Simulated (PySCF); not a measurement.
**C2H9BSi (SMILES CBC[SiH3]): density, localisation and related maps**

```json
{"atom": "C", "x (Å)": "-1.8766", "y (Å)": "0.2178", "z (Å)": "0.4721"}
{"atom": "B", "x (Å)": "-0.8172", "y (Å)": "-0.3304", "z (Å)": "-0.5403"}
{"atom": "C", "x (Å)": "0.5503", "y (Å)": "-0.9239", "z (Å)": "-0.1125"}
{"atom": "Si", "x (Å)": "1.8000", "y (Å)": "0.5001", "z (Å)": "-0.0800"}
{"atom": "H", "x (Å)": "-2.1538", "y (Å)": "1.2560", "z (Å)": "0.2187"}
{"atom": "H", "x (Å)": "-2.8108", "y (Å)": "-0.3591", "z (Å)": "0.3400"}
{"atom": "H", "x (Å)": "-1.5866", "y (Å)": "0.1717", "z (Å)": "1.5323"}
{"atom": "H", "x (Å)": "-1.0611", "y (Å)": "-0.2389", "z (Å)": "-1.7287"}
{"atom": "H", "x (Å)": "0.5563", "y (Å)": "-1.3443", "z (Å)": "0.9074"}
{"atom": "H", "x (Å)": "0.9654", "y (Å)": "-1.6527", "z (Å)": "-0.8278"}
{"atom": "H", "x (Å)": "1.3801", "y (Å)": "1.5487", "z (Å)": "0.8997"}
{"atom": "H", "x (Å)": "3.1437", "y (Å)": "-0.0149", "z (Å)": "0.3261"}
{"atom": "H", "x (Å)": "1.9226", "y (Å)": "1.1358", "z (Å)": "-1.4269"}
```

Geometry: PBE0-D3(BJ)/def2-SVP.

The calculation used PBE0/pcSseg-1, SCF density, gas phase, non-relativistic (PySCF).

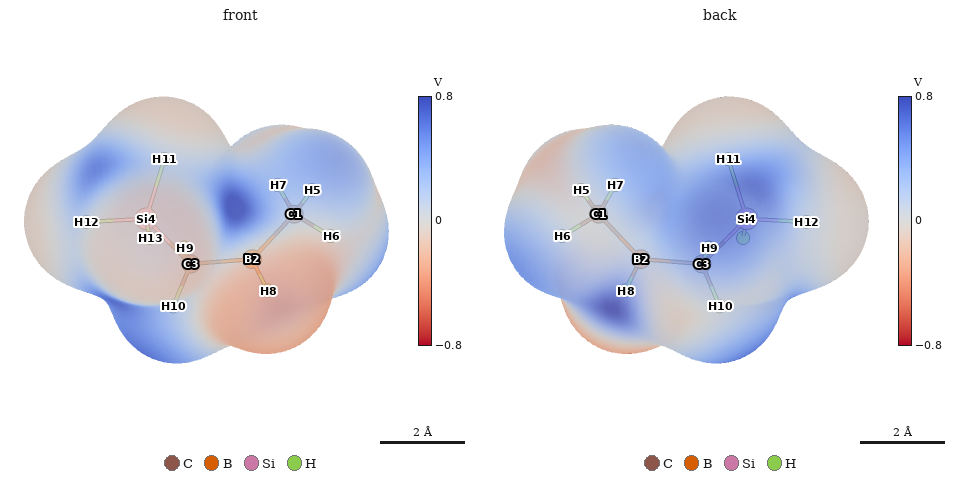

Figure 1. The electrostatic potential painted on the density surface at 0.001 e/bohr³, seen from the front and from behind; the colour scale runs from red (negative) to blue (positive).

Question: Describe the electrostatic potential map.

Answer: The most negative region (about −0.3 V, or −7 kcal/mol for a unit charge) lies over H8, the most positive (about +0.8 V, or +18 kcal/mol for a unit charge) over B2 and Si4.

Question: How polar is the molecule by this calculation?

Answer: Its dipole moment is 0.64 D.

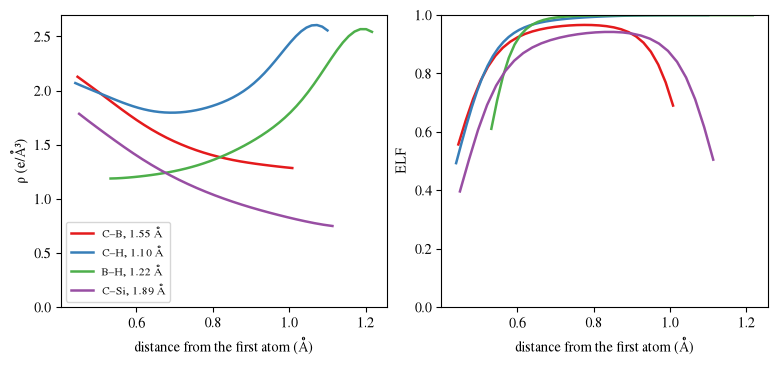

Figure 2. Total electron density and ELF along straight lines between neighbouring atoms. The curves leave out the atomic cores.

Question: What can be read from the curves?

Answer: C–B (1.55 Å): ρ at the midpoint is about 1.4 e/Å³; the ELF peaks at about 0.95 between the atoms; a shared electron pair.
C–H (1.10 Å): the density is about 1.9 e/Å³ at the midpoint; the ELF climbs to about 1 towards the hydrogen, as it does in any bond to H; an ordinary covalent bond to hydrogen.
B–H (1.22 Å): ρ is about 1.2 e/Å³ halfway; the ELF climbs to about 1 towards the hydrogen: an ordinary covalent bond to hydrogen.
C–Si (1.89 Å): the density is about 0.87 e/Å³ at the midpoint; the ELF peaks at about 0.95 between the atoms; a shared electron pair.
